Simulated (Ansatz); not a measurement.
**Fields on a plane of SrTiO3 (cubic perovskite)**

```
CELL_PARAMETERS angstrom
      3.93641     0.00000     0.00000
      0.00000     3.93641     0.00000
      0.00000     0.00000     3.93641
ATOMIC_POSITIONS crystal
  Sr 0.00000 0.00000 0.00000
  Ti 0.50000 0.50000 0.50000
  O  0.00000 0.50000 0.50000
  O  0.50000 0.50000 0.00000
  O  0.50000 0.00000 0.50000
```

The slice is a {110} plane (indices of the conventional cell) through the point (0.000, 0.500, 0.500) (fractional), spanned by u = [100] and v = [011] in vectors of this cell: u (3.94 Å) and v (5.57 Å, at 90° to u). It covers one period; positions are fractions (u, v).

Atoms on it: Sr at (0.00, 0.50); Ti at (0.50, 0.00); O at (0.00, 0.00).

Level of theory: PBE (plane waves to 420 eV, PAW, scalar-relativistic; Ansatz, a program for electronic structure). k mesh 8×8×8. Inside the PAW spheres the values are not all-electron values, and peaks at nuclei hang on which shells count as valence. SrTiO3 is run without spin polarisation. SrTiO3 was relaxed with its symmetry unable to fall.

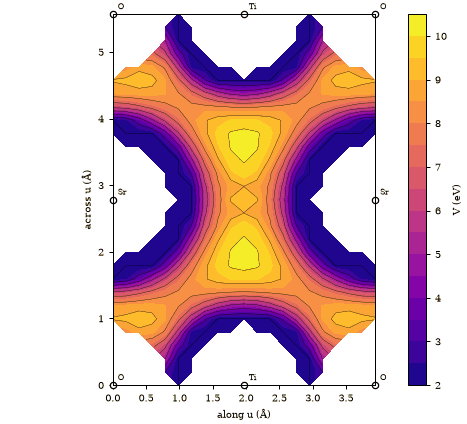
Figure. Electrostatic potential energy of an electron, from the cell's mean, in eV, one period of the plane, atoms marked. Points within 0.8 Å of a nucleus are left white, as the pseudised field means little there. Values under 2 eV are set to 2. The zero, the cell's mean, hangs on the PAW cores.

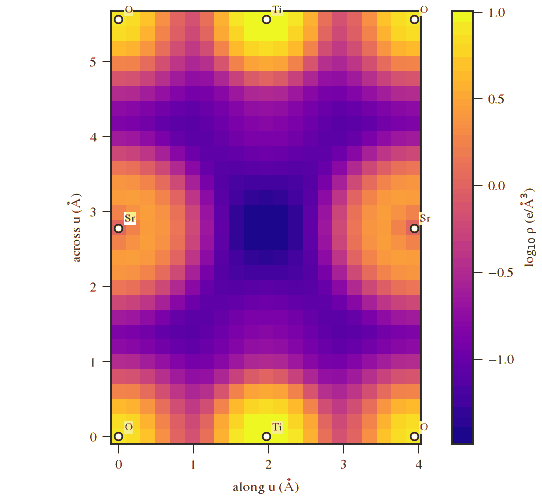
Log₁₀ of the valence density in e/Å³, one period of the plane, atoms marked. The scale is logarithmic, as a density can span decades between atoms and voids.

| Item | Value |
|---|---|
| Density on the Ti–O line (1.97 Å) at its midpoint | 0.68 e/Å³ |
| ELF at that point | 0.21 |
